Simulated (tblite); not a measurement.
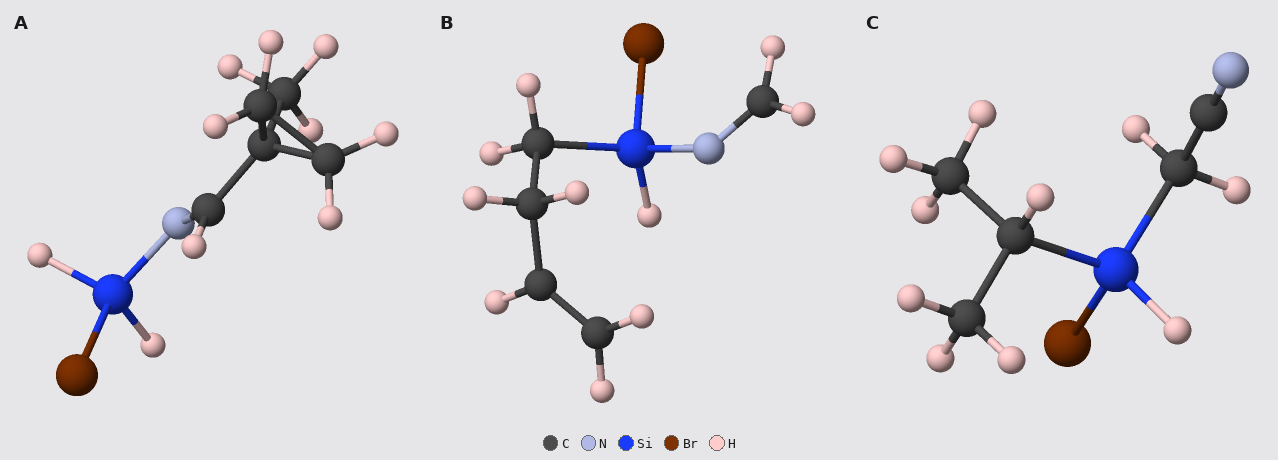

Source: calculation with tblite.

```xyz
18
charge 0, multiplicity 1
C    -2.0748    1.4578   -0.0887
C    -2.0227    0.1477    0.0583
C    -1.2491   -0.7715   -0.8300
C    -0.1553   -1.4982   -0.0463
Si    1.0745   -0.2850    0.7226
Br    2.7960   -1.4977    1.4988
N     1.5923    0.8291   -0.4806
C     2.7117    1.0581   -0.9857
H    -1.5559    1.9548   -0.8919
H    -2.6381    2.0878    0.5788
H    -2.5477   -0.3338    0.8749
H    -0.7983   -0.2027   -1.6451
H    -1.9307   -1.5101   -1.2649
H     0.3604   -2.2001   -0.7065
H    -0.6130   -2.0936    0.7471
H     0.6096    0.5035    1.8478
H     2.8014    1.8311   -1.7433
H     3.6309    0.5291   -0.7161
```

### Which panel shows the molecule in this file?

B. The file holds C5H10BrNSi, `C=CCC[Si@@H](Br)N=C`.
